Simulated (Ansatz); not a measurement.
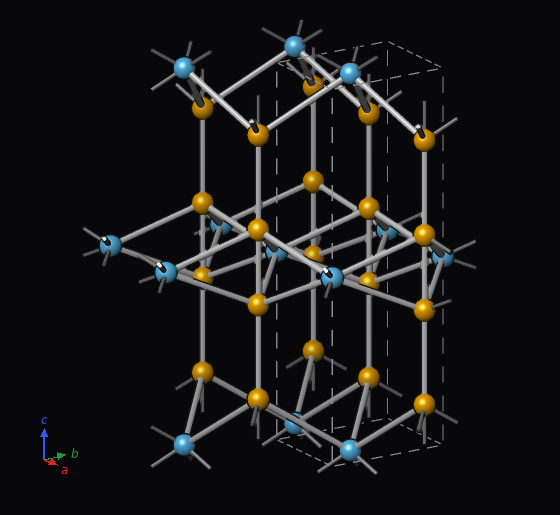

The picture shows a finite piece of the underlying net of a crystal structure, nodes on the atoms' positions. Nodes are coloured by topological kind. Short stubs are edges that leave the cut-out.

Question: What net is this?

Answer: A binodal (5,6)-connected, three-periodic net.

Question: Give point symbol and coordination sequence of each kind of node.

Answer: 5-connected node: 3^3.4^3.6^3.7, sequence 5, 17, 32, 59; 6-connected node: 3^3.6^12, sequence 6, 12, 36, 54.

Origin of the net. The compound is LiSi₂B₃ (space group P-6m2, No. 187), taken as the geometry relaxed with Ansatz 0.2.0, DFT PBE, scalar-relativistic, plane waves, PAW; the starting structure was generated, so it need not be a known form of this composition. Bonds are taken as B–B below 1.7 Å, B–Li below 2.3 Å, B–Si below 2.5 Å and Si–Si below 2.5 Å. Atoms with one bond or none are removed and atoms with two bonds are replaced by edges, until no such atom is left. Si and B(2h) are 5-connected nodes; Li and B(1e) are 6-connected nodes, in the ratio 2:1.
